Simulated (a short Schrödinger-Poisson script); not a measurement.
Structure: MOS inversion layer, SiO2 on p-type Si(110), at 300 K.

| layer | material | thickness (nm) | Na (cm⁻³) |
|---|---|---|---|
| 1 | SiO2 | 3.8 | - |
| 2 | Si | 590 | 5.3e17 |

Constants are typed, rounded textbook-type inputs, not results; the design itself was drawn at random and stands for no fabricated device. SiO2: permittivity 3.9, conduction-band edge (eV) 3.15, gap (eV) 9, electron mass (mₑ) 0.5. Si: permittivity 11.7, conduction-band edge (eV) 0, gap (eV) 1.124, Nv at 300 K (cm⁻³) 3.1e19.

Channel valleys (confinement mass, in-plane density-of-states mass, number): Δ4 0.315, 0.324, 4; Δ2 0.19, 0.417, 2. At the gate the conduction-band edge of layer 1 lies 3.49 eV − eVg above the Fermi level of the channel; the field vanishes at the back. Gaps are held at their typed values at every temperature. Mesh 0.03 nm at interfaces.

Solved with a short Schrödinger-Poisson script written for these runs: 1D Poisson equation in equilibrium, electrons quantum, Hartree (BenDaniel-Duke, 12 states a valley, the channel's in-plane mass for all, wave functions free to enter the dielectric), parabolic valleys, classical holes, full ionisation, no traps, pinning or gate leakage.

Only gate voltages with over 1e8 electrons/cm² are shown.

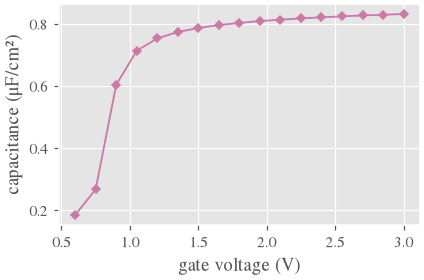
*Quasi-static capacitance against gate voltage*

```
Vg (V)  electrons (cm⁻²)  C (μF/cm²)  Δ4 E0 (meV)  Δ4 E1 (meV)  Δ2 E0 (meV)  Δ2 E1 (meV)
------  ----------------  ----------  -----------  -----------  -----------  -----------
0.6               4.10e8       0.185        278.0        368.7        295.1        401.5
0.75             2.93e10       0.268        167.3        262.6        185.1        297.1
0.9              3.64e11       0.604        101.7        201.1        120.3        236.6
1.05             9.63e11       0.714         75.9        179.0         95.3        215.0
1.2              1.64e12       0.753         61.5        168.0         81.7        204.4
1.35             2.35e12       0.774         51.5        161.3         72.5        197.9
1.5              3.08e12       0.787         43.9        156.7         65.6        193.6
1.65             3.82e12       0.796         37.7        153.5         60.0        190.6
1.8              4.57e12       0.803         32.4        151.1         55.4        188.3
1.95             5.32e12       0.809         27.8        149.2         51.4        186.6
2.1              6.08e12       0.814         23.7        147.8         47.9        185.3
2.25             6.84e12       0.818         19.9        146.7         44.8        184.3
2.4              7.61e12       0.821         16.5        145.8         41.9        183.5
2.55             8.38e12       0.824         13.4        145.2         39.3        182.9
2.7              9.16e12       0.827         10.4        144.6         36.9        182.4
2.85             9.93e12       0.830          7.7        144.2         34.6        182.0
3                1.07e13       0.832          5.1        143.9         32.5        181.8
```

Subbands count from the Fermi level.
